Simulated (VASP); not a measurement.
Band structure of Ag₃SI (space group Pm-3m). Calculation: LDA (Ceperley-Alder, Perdew-Zunger), VASP's LDA PAW potentials (set 64) (plane waves; VASP).

Unless said otherwise, spin-orbit coupling is left out, though it shifts the bands of the heavy elements here.

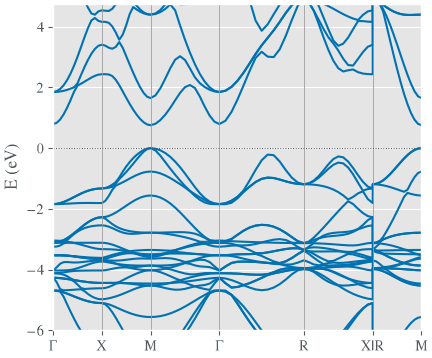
Figure: Bands along high-symmetry lines, zero at the valence-band maximum or, without a gap, the Fermi level

Task: Read the plot: is there a gap, and where are the band edges?

Result: The gap is direct, 0.76 eV, from the valence maximum at M to the conduction minimum at M. (Edges off the drawn lines would not show.)

The structure comes from a computed database's Ag3SI entry (Pm-3m); how it stands against other phases isn't given here. It was relaxed first, which changed the volume by -12 %.
